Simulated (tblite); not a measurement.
**Run report: C₅H₇ClF, geometry relaxation (part 1 of 2)**

The run: geometry relaxation of C₅H₇ClF, multiplicity 2. Method and program: GFN2-xTB geometry optimisation, gas phase (tblite 0.8.0).

It belongs to a series of runs on one base structure; here: H removed from sp3 C.

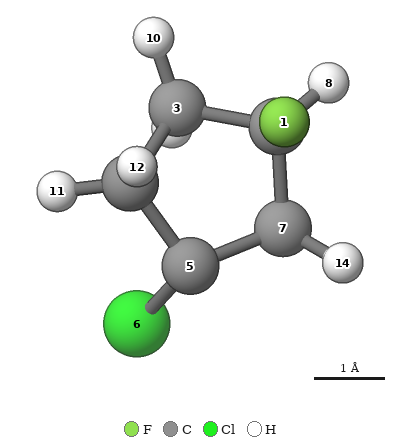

Fig. 1: The input geometry (ball-and-stick view, seen at a tilt; atoms are numbered from 1 in the order of the input). Bond lengths as drawn: C–C 1.51 to 1.53 Å, C–Cl 1.77 Å, C–F 1.40 Å and C–H 1.08 to 1.12 Å.

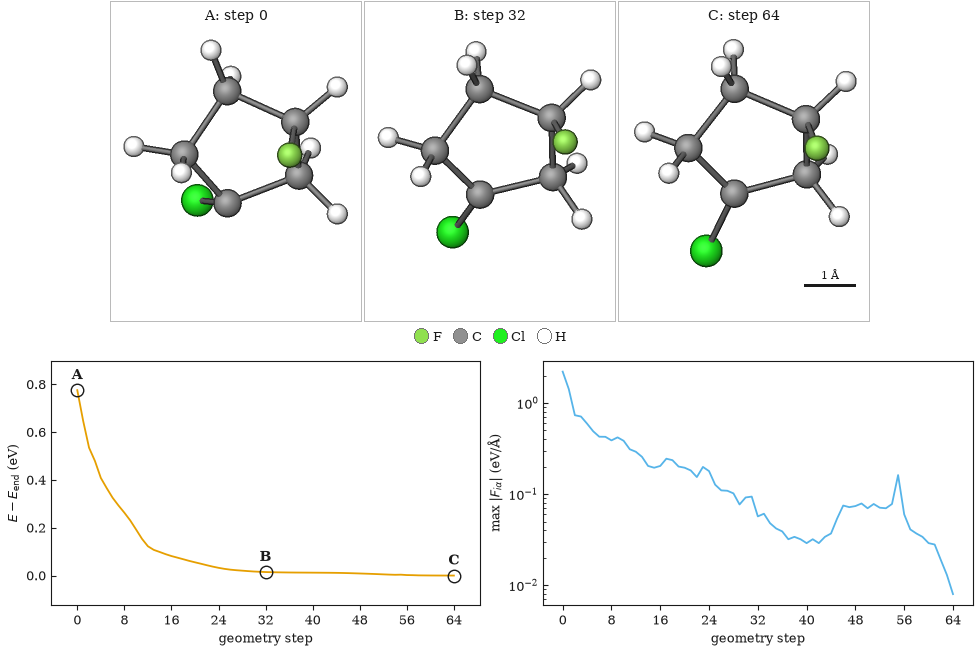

Fig. 2: Frames of the relaxation (ball-and-stick view, seen at a tilt) above the curves, on which the letters mark them (steps are counted from 0).

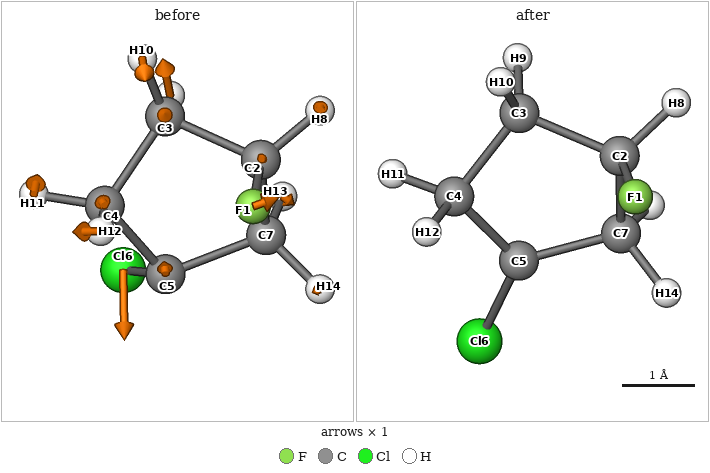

Fig. 3: Before (left) and after (right) the relaxation, at one scale (ball-and-stick view, seen at a tilt). The orange arrows give the displacements, at true length. The energy falls by 0.776 eV in 64 geometry steps. The largest force component goes from 2.2 to 0.008 eV/Å. The atom that moves furthest after the best rigid fit is Cl6 (1.06 Å). By element the largest moves are Cl 1.06 Å, H 0.76 Å, F 0.41 Å, C 0.27 Å. Distances before and after: C5–Cl6 1.775 → 1.696 Å, C4–C5 1.518 → 1.486 Å, C5–C7 1.514 → 1.487 Å, C4–H12 1.120 → 1.098 Å. Among the angles that change: C4–C5–Cl6 107.1° → 123.2°, Cl6–C5–C7 107.9° → 122.5°, C3–C2–C7 98.2° → 105.6°. (Atoms are counted from 1 in the order of the input.)

The input and output of the run follow.

Input
```
{"job": {"kind": "relax", "xc": "GFN2-xTB", "basis": "xTB"}, "charge": 0, "multiplicity": 2}
F     -0.916300    -0.928900     1.562300
C     -1.064600    -0.483600     0.239900
C      0.128100    -0.938300    -0.588800
C      1.232900    -0.334500     0.251800
C      0.702200     1.075500     0.434700
Cl     1.412900     2.069900    -0.851800
C     -0.793400     1.017100     0.206000
H     -2.027800    -0.756500    -0.163600
H      0.084800    -0.381900    -1.537100
H      0.192400    -2.014200    -0.722700
H      2.197800    -0.374100    -0.261000
H      1.278000    -0.846100     1.246900
H     -1.058400     1.352900    -0.812400
H     -1.369400     1.542400     0.973500
```

The first line tells a small driver script what to run in tblite; the rest is the geometry in Å.

Launch command:
```bash
OMP_NUM_THREADS=1 python <driver script> task.json out
```

Output
```
step      E/eV     max force
  0    -638.94523    2.238
  1    -639.07382    1.428
  2    -639.18599    0.827
  3    -639.24142    0.846
  4    -639.31240    0.636
  5    -639.35509    0.596
  6    -639.39525    0.503
  7    -639.42776    0.557
  8    -639.45784    0.499
  9    -639.49027    0.551
 10    -639.52852    0.568
 11    -639.56737    0.383
 12    -639.59827    0.322
 13    -639.61346    0.272
 14    -639.62215    0.232
 15    -639.63127    0.238
 16    -639.63925    0.219
 17    -639.64582    0.267
 18    -639.65253    0.259
 19    -639.65933    0.234
 20    -639.66546    0.236
 21    -639.67134    0.231
 22    -639.67754    0.201
 23    -639.68334    0.228
 24    -639.68847    0.191
 25    -639.69280    0.175
 26    -639.69616    0.133
 27    -639.69847    0.135
 28    -639.70033    0.131
 29    -639.70221    0.094
 30    -639.70393    0.101
 31    -639.70509    0.096
 32    -639.70618    0.069
 33    -639.70685    0.067
 34    -639.70732    0.057
 35    -639.70770    0.049
 36    -639.70802    0.041
 37    -639.70825    0.032
 38    -639.70842    0.037
 39    -639.70857    0.037
 40    -639.70874    0.031
 41    -639.70892    0.033
 42    -639.70910    0.036
 43    -639.70930    0.048
 44    -639.70959    0.055
 45    -639.71002    0.054
 46    -639.71063    0.076
 47    -639.71136    0.074
 48    -639.71216    0.089
 49    -639.71298    0.092
 50    -639.71385    0.077
 51    -639.71482    0.081
 52    -639.71587    0.076
 53    -639.71687    0.075
 54    -639.71766    0.089
 55    -639.71718    0.190
 56    -639.71879    0.067
 57    -639.71920    0.054
 58    -639.72004    0.042
 59    -639.72028    0.045
 60    -639.72053    0.032
 61    -639.72067    0.029
 62    -639.72078    0.023
 63    -639.72083    0.016
 64    -639.72087    0.008
```

Trajectory as extended XYZ (Å, eV, eV/Å), 34 of the 65 frames kept, from step=0 to step=64
```
14
Properties=species:S:1:pos:R:3:forces:R:3 step=0 energy=-638.94523
F    -0.9163   -0.9289    1.5623   -0.7210  -0.0860  -0.8070
C    -1.0646   -0.4836    0.2399    0.5150   0.2910   0.2290
C     0.1281   -0.9383   -0.5888   -0.3110  -0.3780   0.0950
C     1.2329   -0.3345    0.2518    0.6890  -0.0180   0.9640
C     0.7022    1.0755    0.4347    0.3390   0.0200  -2.2120
Cl    1.4129    2.0699   -0.8518    0.1430   0.2930   0.8040
C    -0.7934    1.0171    0.2060   -0.5030   0.1020   0.6720
H    -2.0278   -0.7565   -0.1636   -0.4260  -0.2830   0.2750
H     0.0848   -0.3819   -1.5371    0.0400  -0.6640   0.0550
H     0.1924   -2.0142   -0.7227    0.0800  -0.0190  -0.0830
H     2.1978   -0.3741   -0.2610   -0.0420   0.0750   0.3830
H     1.2780   -0.8461    1.2469    0.1980   0.2790  -0.8090
H    -1.0584    1.3529   -0.8124   -0.0590   0.2780   0.6300
H    -1.3694    1.5424    0.9735    0.0590   0.1090  -0.1960
14
Properties=species:S:1:pos:R:3:forces:R:3 step=2 energy=-639.18599
F    -0.9488   -0.9360    1.5321   -0.4190  -0.2820   0.0760
C    -1.0584   -0.4748    0.2424   -0.3260  -0.0650  -0.2810
C     0.1247   -0.9499   -0.5789    0.2270  -0.1140   0.1420
C     1.2523   -0.3311    0.2717   -0.2540   0.1570  -0.7350
C     0.7126    1.0744    0.3459   -0.2120  -0.1770  -0.1310
Cl    1.4229    2.0881   -0.8202    0.4360   0.7000  -0.0560
C    -0.8035    1.0195    0.2236    0.2700   0.0310  -0.1670
H    -2.0394   -0.7668   -0.1479   -0.0210  -0.0460   0.1750
H     0.0870   -0.4137   -1.5348    0.0490  -0.4980  -0.0010
H     0.1955   -2.0191   -0.7260    0.0160  -0.1900   0.0550
H     2.2005   -0.3716   -0.2437    0.3550  -0.0300   0.1260
H     1.2883   -0.8379    1.2232    0.1680  -0.0100   0.3040
H    -1.0639    1.3664   -0.7819   -0.3110   0.3030   0.2570
H    -1.3703    1.5519    0.9724    0.0230   0.2220   0.2360
14
Properties=species:S:1:pos:R:3:forces:R:3 step=4 energy=-639.31240
F    -1.0019   -0.9601    1.5146   -0.1400  -0.1580   0.2340
C    -1.0699   -0.4735    0.2297   -0.0560  -0.1960   0.0330
C     0.1315   -0.9696   -0.5669   -0.1080  -0.1950  -0.1580
C     1.2549   -0.3249    0.2484    0.0120  -0.1740  -0.2380
C     0.7084    1.0660    0.2738    0.0490   0.2220   0.5940
Cl    1.4601    2.1509   -0.7994    0.2110   0.4360  -0.0220
C    -0.7988    1.0244    0.2291   -0.0200   0.0100  -0.1770
H    -2.0531   -0.7776   -0.1282   -0.1000   0.0700  -0.2310
H     0.0917   -0.4718   -1.5351    0.0020  -0.2380  -0.2100
H     0.1991   -2.0368   -0.7227   -0.0040  -0.2790   0.2490
H     2.2267   -0.3717   -0.2238    0.2040  -0.0430  -0.0930
H     1.3064   -0.8263    1.2186    0.0070   0.2990   0.0470
H    -1.0913    1.3993   -0.7456   -0.3990   0.3030  -0.1830
H    -1.3645    1.5712    0.9854    0.3430  -0.0560   0.1540
14
Properties=species:S:1:pos:R:3:forces:R:3 step=6 energy=-639.39525
F    -1.0540   -0.9883    1.5116    0.0810   0.0750  -0.0020
C    -1.0812   -0.4834    0.2227    0.0980  -0.0390   0.1120
C     0.1296   -0.9978   -0.5659   -0.1180  -0.0820  -0.0850
C     1.2599   -0.3270    0.2185    0.1230   0.0880   0.1820
C     0.7116    1.0734    0.2446    0.1980   0.1790   0.2200
Cl    1.5003    2.2254   -0.7774   -0.1900  -0.1280   0.3550
C    -0.7972    1.0286    0.2230   -0.0600  -0.0260  -0.1010
H    -2.0705   -0.7816   -0.1282   -0.0020   0.1480  -0.3820
H     0.0948   -0.5353   -1.5496   -0.0880  -0.1210  -0.2200
H     0.2016   -2.0698   -0.7027   -0.0270  -0.1990   0.3480
H     2.2582   -0.3745   -0.2139   -0.1390  -0.0440  -0.2090
H     1.3211   -0.7964    1.2149   -0.1000   0.3460  -0.1670
H    -1.1386    1.4445   -0.7253   -0.2030   0.0630  -0.1070
H    -1.3364    1.5817    1.0054    0.4270  -0.2590   0.0560
14
Properties=species:S:1:pos:R:3:forces:R:3 step=8 energy=-639.45784
F    -1.0807   -1.0016    1.5127    0.1180   0.2070  -0.2500
C    -1.0859   -0.4931    0.2210    0.0810   0.1730  -0.1670
C     0.1244   -1.0203   -0.5699    0.1010   0.0620   0.1160
C     1.2656   -0.3205    0.2014   -0.0480   0.1900   0.0530
C     0.7222    1.0879    0.2497   -0.1030  -0.1410  -0.3100
Cl    1.5147    2.2675   -0.7414   -0.2310  -0.2110   0.3890
C    -0.7952    1.0291    0.2085    0.0820  -0.0400   0.0530
H    -2.0787   -0.7720   -0.1558    0.1820   0.1410  -0.2190
H     0.0902   -0.5863   -1.5736   -0.1150  -0.1950   0.0390
H     0.2011   -2.1047   -0.6629   -0.0210   0.1070   0.3180
H     2.2701   -0.3799   -0.2243   -0.2790  -0.0060  -0.2030
H     1.3236   -0.7542    1.2073   -0.0740   0.1210  -0.0490
H    -1.1842    1.4774   -0.7200    0.0980  -0.1850   0.1670
H    -1.2877    1.5702    1.0252    0.2090  -0.2220   0.0620
14
Properties=species:S:1:pos:R:3:forces:R:3 step=10 energy=-639.52852
F    -1.0997   -0.9989    1.4948    0.0480   0.1940  -0.2470
C    -1.0844   -0.4911    0.2050   -0.0050   0.1500  -0.3130
C     0.1255   -1.0407   -0.5665    0.1360   0.0890   0.1300
C     1.2674   -0.3025    0.1846   -0.1770  -0.1070  -0.2410
C     0.7246    1.0936    0.2363   -0.3100  -0.2790  -0.3850
Cl    1.5132    2.3005   -0.6718    0.0360   0.1720   0.0590
C    -0.7874    1.0262    0.1956    0.0490   0.0000   0.1000
H    -2.0722   -0.7488   -0.2068    0.2290   0.0760  -0.0490
H     0.0758   -0.6593   -1.5971   -0.0160  -0.2310   0.2560
H     0.1988   -2.1343   -0.5903    0.0140   0.3070   0.2240
H     2.2610   -0.3862   -0.2546   -0.1530   0.0550  -0.1630
H     1.3199   -0.6967    1.1966    0.0240  -0.1560   0.1890
H    -1.2271    1.4992   -0.7025    0.2710  -0.2190   0.2550
H    -1.2159    1.5386    1.0543   -0.1470  -0.0500   0.1850
14
Properties=species:S:1:pos:R:3:forces:R:3 step=12 energy=-639.59827
F    -1.1339   -0.9891    1.4524   -0.0180   0.0740   0.0300
C    -1.0827   -0.4799    0.1685   -0.0330  -0.0250  -0.0220
C     0.1321   -1.0656   -0.5538   -0.0650   0.0020  -0.0250
C     1.2643   -0.2926    0.1533   -0.0480  -0.2420  -0.0980
C     0.7121    1.0847    0.1705    0.0050   0.0550  -0.1560
Cl    1.5235    2.3667   -0.5807    0.0950   0.2280  -0.0730
C    -0.7806    1.0257    0.1927   -0.0830   0.0750   0.1170
H    -2.0569   -0.7215   -0.2648    0.0250  -0.0050  -0.1360
H     0.0613   -0.7730   -1.6077    0.1370  -0.0980   0.1510
H     0.1986   -2.1533   -0.4916    0.0180   0.1490   0.1690
H     2.2473   -0.3891   -0.2946    0.0260   0.0390  -0.1660
H     1.3228   -0.6372    1.1889    0.0830  -0.2220   0.0430
H    -1.2653    1.5203   -0.6569    0.1500   0.0080   0.0360
H    -1.1435    1.5033    1.1017   -0.2920  -0.0370   0.1300
14
Properties=species:S:1:pos:R:3:forces:R:3 step=14 energy=-639.62215
F    -1.1616   -0.9834    1.4290   -0.0530  -0.0020   0.1440
C    -1.0848   -0.4745    0.1485   -0.0490  -0.0040   0.1240
C     0.1320   -1.0820   -0.5458   -0.0690  -0.0120   0.0300
C     1.2632   -0.2960    0.1313    0.0820   0.0800   0.0300
C     0.7079    1.0835    0.1138    0.1020   0.1000   0.0190
Cl    1.5373    2.4202   -0.5293   -0.0340  -0.0340   0.0090
C    -0.7802    1.0303    0.1987    0.0190   0.0490   0.0360
H    -2.0504   -0.7088   -0.3024   -0.0400  -0.0130  -0.1550
H     0.0624   -0.8477   -1.6073    0.1480   0.0020  -0.0370
H     0.1997   -2.1599   -0.4274   -0.0160  -0.0330   0.1500
H     2.2441   -0.3891   -0.3231    0.0110  -0.0220  -0.1400
H     1.3317   -0.6151    1.1823    0.0810  -0.1510  -0.1560
H    -1.2826    1.5385   -0.6254    0.0230   0.1250  -0.0440
H    -1.1195    1.4836    1.1350   -0.2040  -0.0850  -0.0090
14
Properties=species:S:1:pos:R:3:forces:R:3 step=16 energy=-639.63925
F    -1.1843   -0.9754    1.4215   -0.1280  -0.0130   0.0340
C    -1.0902   -0.4691    0.1400   -0.0210   0.0410   0.0160
C     0.1282   -1.0938   -0.5363    0.0730   0.0090   0.0850
C     1.2666   -0.2929    0.1142    0.0560   0.1650  -0.0390
C     0.7095    1.0884    0.0750   -0.0360  -0.0310   0.2040
Cl    1.5429    2.4568   -0.4886   -0.0530  -0.1160   0.0260
C    -0.7780    1.0372    0.2059    0.0180  -0.0290  -0.0680
H    -2.0446   -0.6977   -0.3469    0.0310   0.0090   0.0410
H     0.0750   -0.9055   -1.6076    0.0680  -0.0040  -0.0130
H     0.1987   -2.1640   -0.3612   -0.0410  -0.0370   0.0720
H     2.2390   -0.3907   -0.3610   -0.0230  -0.0330  -0.0700
H     1.3450   -0.6118    1.1661    0.1220  -0.0430  -0.1770
H    -1.2904    1.5595   -0.6043   -0.0100   0.1280   0.0140
H    -1.1182    1.4585    1.1610   -0.0550  -0.0450  -0.1230
14
Properties=species:S:1:pos:R:3:forces:R:3 step=17 energy=-639.64582
F    -1.1918   -0.9719    1.4235   -0.1480   0.0070  -0.0630
C    -1.0926   -0.4668    0.1400    0.0190   0.0280  -0.0610
C     0.1276   -1.0955   -0.5318    0.1000   0.0160   0.0720
C     1.2691   -0.2888    0.1090    0.0140   0.0700  -0.0720
C     0.7100    1.0906    0.0728   -0.0810  -0.0680   0.2450
Cl    1.5416    2.4616   -0.4794   -0.0260  -0.0740   0.0100
C    -0.7773    1.0392    0.2072   -0.0290  -0.0510  -0.0810
H    -2.0417   -0.6944   -0.3611    0.0520   0.0120   0.1270
H     0.0830   -0.9183   -1.6068    0.0170  -0.0290   0.0420
H     0.1971   -2.1639   -0.3392   -0.0340  -0.0050   0.0300
H     2.2362   -0.3919   -0.3768   -0.0240  -0.0050  -0.0490
H     1.3527   -0.6172    1.1560    0.1500   0.0000  -0.1170
H    -1.2894    1.5682   -0.6004   -0.0030   0.0980   0.0370
H    -1.1254    1.4486    1.1648   -0.0080   0.0010  -0.1210
14
Properties=species:S:1:pos:R:3:forces:R:3 step=19 energy=-639.65933
F    -1.2082   -0.9657    1.4291   -0.1060   0.0540  -0.2010
C    -1.0946   -0.4636    0.1417    0.0610  -0.0130  -0.1360
C     0.1306   -1.0941   -0.5227    0.0270  -0.0150  -0.0110
C     1.2749   -0.2812    0.1010   -0.0380  -0.1580  -0.0180
C     0.7088    1.0928    0.0991   -0.0420  -0.0340   0.1710
Cl    1.5353    2.4546   -0.4772    0.0070   0.0200  -0.0160
C    -0.7801    1.0398    0.2048   -0.0670  -0.0190  -0.0080
H    -2.0362   -0.6916   -0.3703    0.0060  -0.0100   0.1320
H     0.0996   -0.9247   -1.6013   -0.0820  -0.0810   0.0940
H     0.1924   -2.1614   -0.3131    0.0110   0.0410  -0.0250
H     2.2315   -0.3931   -0.4033   -0.0170   0.0960  -0.0560
H     1.3760   -0.6348    1.1332    0.1930   0.0380   0.0680
H    -1.2819    1.5860   -0.6000    0.0340  -0.0050   0.0250
H    -1.1488    1.4365    1.1568    0.0130   0.0860  -0.0190
14
Properties=species:S:1:pos:R:3:forces:R:3 step=21 energy=-639.67134
F    -1.2349   -0.9575    1.4184   -0.0160   0.0140  -0.0940
C    -1.0935   -0.4606    0.1329   -0.0320  -0.0030  -0.0480
C     0.1350   -1.0970   -0.5138   -0.0710  -0.0550  -0.0430
C     1.2792   -0.2811    0.0920    0.0100  -0.0920   0.1000
C     0.7058    1.0927    0.1294    0.0730   0.0190  -0.0130
Cl    1.5305    2.4529   -0.4690   -0.0280  -0.0240   0.0170
C    -0.7852    1.0395    0.2019    0.0340   0.0530   0.0760
H    -2.0320   -0.6889   -0.3736   -0.1020  -0.0330  -0.0570
H     0.1081   -0.9447   -1.5926   -0.1050  -0.0840   0.0070
H     0.1888   -2.1600   -0.2852    0.0390   0.0100  -0.0410
H     2.2259   -0.3873   -0.4333   -0.0310   0.1560  -0.0630
H     1.4127   -0.6437    1.1151    0.1820   0.0170   0.1420
H    -1.2770    1.6054   -0.5950    0.0600  -0.0730  -0.0400
H    -1.1642    1.4298    1.1506   -0.0120   0.0940   0.0570
14
Properties=species:S:1:pos:R:3:forces:R:3 step=23 energy=-639.68334
F    -1.2761   -0.9453    1.3906    0.0090  -0.0920   0.1180
C    -1.0966   -0.4538    0.1115   -0.1290   0.0100   0.0910
C     0.1363   -1.1101   -0.5020   -0.0560   0.0040   0.0300
C     1.2848   -0.2841    0.0805    0.0570   0.0930   0.0940
C     0.7053    1.0916    0.1389    0.0680  -0.0180  -0.0600
Cl    1.5263    2.4677   -0.4338   -0.0210  -0.0750   0.0340
C    -0.7861    1.0441    0.2053    0.0830   0.0240   0.0490
H    -2.0310   -0.6813   -0.3996   -0.1110   0.0060  -0.1990
H     0.1088   -1.0048   -1.5841   -0.0530  -0.0470  -0.0550
H     0.1876   -2.1616   -0.2293    0.0160  -0.0380  -0.0510
H     2.2135   -0.3698   -0.4832   -0.0550   0.1280  -0.0050
H     1.4693   -0.6405    1.1012    0.1130   0.0130   0.0140
H    -1.2748    1.6280   -0.5791    0.0640  -0.0620  -0.0800
H    -1.1681    1.4194    1.1610    0.0150   0.0550   0.0190
14
Properties=species:S:1:pos:R:3:forces:R:3 step=25 energy=-639.69280
F    -1.3067   -0.9402    1.3763   -0.0390  -0.1140   0.1270
C    -1.1069   -0.4484    0.1006   -0.0610  -0.0240   0.1030
C     0.1340   -1.1173   -0.4907    0.0020   0.0670   0.0890
C     1.2918   -0.2838    0.0788   -0.0100   0.0800  -0.0260
C     0.7081    1.0887    0.1515   -0.0580  -0.0650   0.0150
Cl    1.5200    2.4688   -0.4102    0.0630   0.0180   0.0000
C    -0.7835    1.0484    0.2116   -0.0160  -0.0720  -0.0140
H    -2.0364   -0.6754   -0.4299    0.0280   0.0730  -0.1120
H     0.1060   -1.0488   -1.5768   -0.0050   0.0140  -0.0080
H     0.1874   -2.1614   -0.1932   -0.0170  -0.0570  -0.0230
H     2.1985   -0.3447   -0.5241   -0.0330   0.0630   0.0400
H     1.5258   -0.6422    1.0918    0.0240   0.0210  -0.1070
H    -1.2624    1.6385   -0.5749    0.0650  -0.0440  -0.0620
H    -1.1764    1.4174    1.1669    0.0560   0.0400  -0.0210
14
Properties=species:S:1:pos:R:3:forces:R:3 step=27 energy=-639.69847
F    -1.3154   -0.9471    1.3840   -0.0770  -0.0460  -0.0090
C    -1.1162   -0.4500    0.1083    0.0680  -0.0350   0.0200
C     0.1313   -1.1127   -0.4836    0.0030   0.0030   0.0540
C     1.2942   -0.2814    0.0848   -0.0710  -0.0270  -0.0790
C     0.7082    1.0849    0.1741   -0.0930  -0.0100   0.0320
Cl    1.5172    2.4535   -0.4165    0.0820   0.0930  -0.0080
C    -0.7843    1.0461    0.2145   -0.0550  -0.0680  -0.0050
H    -2.0407   -0.6725   -0.4403    0.1090   0.0710   0.0370
H     0.1028   -1.0455   -1.5708   -0.0060   0.0640   0.0160
H     0.1868   -2.1602   -0.2003   -0.0150  -0.0650   0.0390
H     2.1901   -0.3248   -0.5327    0.0160   0.0240  -0.0090
H     1.5552   -0.6506    1.0853   -0.0250   0.0050  -0.0570
H    -1.2430    1.6317   -0.5876    0.0340  -0.0550  -0.0400
H    -1.1871    1.4282    1.1587    0.0280   0.0460   0.0090
```
